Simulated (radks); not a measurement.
Atomic gadolinium (Gd); electrons: [Xe] 4f7 5d1 6s1 6p1 (high spin). Method: scalar-relativistic Kohn-Sham, PBE, spin-polarised, spherical densities, finite nucleus; computed with the in-house radial solver radks.

```
Z 64
configuration [Xe] 4f7 5d1 6s1 6p1
relativity scalar-relativistic
functional pbe,pbe
spin polarised
nucleus finite rms 5.1569 fm
c 137.035999084
```

Wanted: the number of electrons inside radius r (solid) and the radial density 4πr²ρ (dashed).

The count levels off at 64 electrons. Half of them lie within 0.433 bohr, 90 % within 1.59 bohr and 99 % within 5.15 bohr. The radial density has minima at 0.0291, 0.124 and 0.371 bohr, where the count stands at 1.9, 11.2 and 29.3; these part the shells that the density resolves.

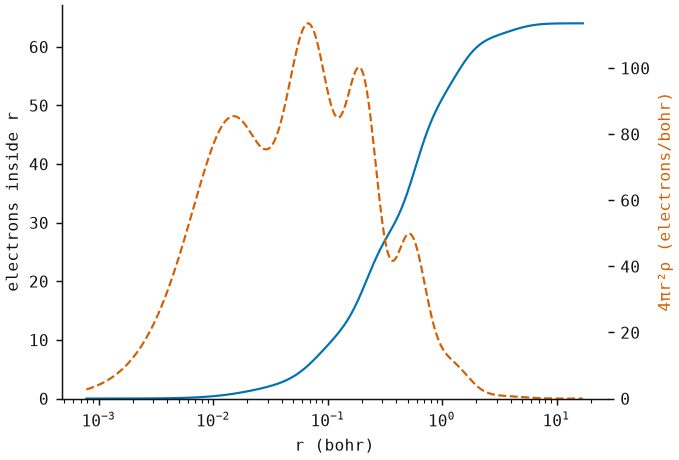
